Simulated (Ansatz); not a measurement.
Hypothetical rock salt MoP: 5 layers

Base system: MoP in the rock salt structure (space group Fm-3m, No. 225; a = 4.901 Å; a hypothetical phase, not in the database extracts checked). Axes: x, y, z lie along the cube axes.

Perturbation: a free-standing slab of 5 layers (10 atoms, 2 a layer) is cut normal to the z axis, with 15 Å of vacuum and the in-plane cell held at bulk.

Method: PBEsol (Ansatz, a quantum-chemistry and plane-wave program; PAW; 420 eV plane waves; spin-orbit coupling left out). Γ-centred 13×13×1 mesh, Fermi–Dirac width 0.05 eV, for the changed cell.

```json
[
 {"quantity": "shortest interatomic distance", "base": "4.631 bohr", "changed": "4.303 bohr", "shift": "-0.328 bohr"},
 {"quantity": "band gap", "base": "zero", "changed": "zero", "shift": "–"},
 {"quantity": "thickness between the outermost nuclei", "base": "–", "changed": "10.44 Å", "shift": "–"},
 {"quantity": "change of the spacing d12 from its bulk value of 2.450 Å", "base": "–", "changed": "-2.6 %", "shift": "–"},
 {"quantity": "change of the spacing d23 from its bulk value of 2.450 Å", "base": "–", "changed": "+4.7 %", "shift": "–"}
]
```

Final structure:

```
CELL_PARAMETERS angstrom
      3.46544     0.00000     0.00000
      0.00000     3.46544     0.00000
      0.00000     0.00000    24.80174
ATOMIC_POSITIONS crystal
  P  0.25000 0.75000 0.28944
  Mo 0.75000 0.25000 0.31122
  P  0.75000 0.25000 0.40302
  Mo 0.25000 0.75000 0.39004
  P  0.25000 0.75000 0.50000
  Mo 0.75000 0.25000 0.50000
  P  0.75000 0.25000 0.59698
  Mo 0.25000 0.75000 0.60996
  P  0.25000 0.75000 0.71056
  Mo 0.75000 0.25000 0.68878
```

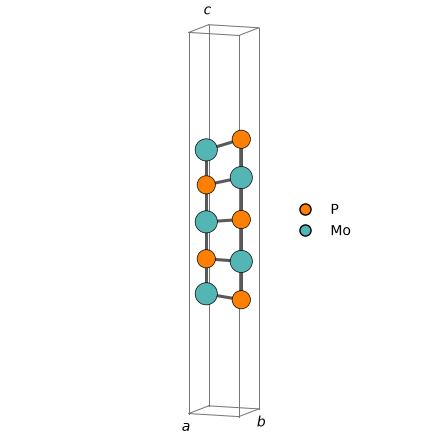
Figure: The relaxed cell after the change

Cost of the whole job for the changed cell (relaxation, final SCF and bands): around 3 core-minutes (rough).

Whether these cells are dynamically stable was not tested. All final runs are without spin polarisation. An odd electron count without spin: MoP. MoP has a high density of states at the Fermi level and may be magnetic at this level.
